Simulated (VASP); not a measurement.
Band structure of HfO2 (fluorite). These are PBEsol GGA with spin-orbit coupling, VASP's PBE PAW potentials (set 64) (plane waves; VASP 6.6.1) values and carry that method's errors.

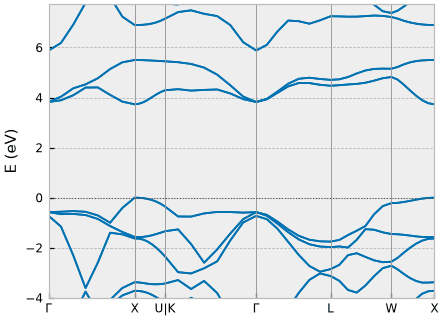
Figure: Bands along high-symmetry lines, zero at the valence-band maximum or, without a gap, the Fermi level

Task: Read the plot: is there a gap, and where are the band edges?

Result: The gap is direct, 3.73 eV, from the valence maximum at X to the conduction minimum at X.

The compound is HfO2 in the fluorite structure, the high-temperature cubic form, which is unstable at 0 K; the monoclinic form is the stable one. It was relaxed first.
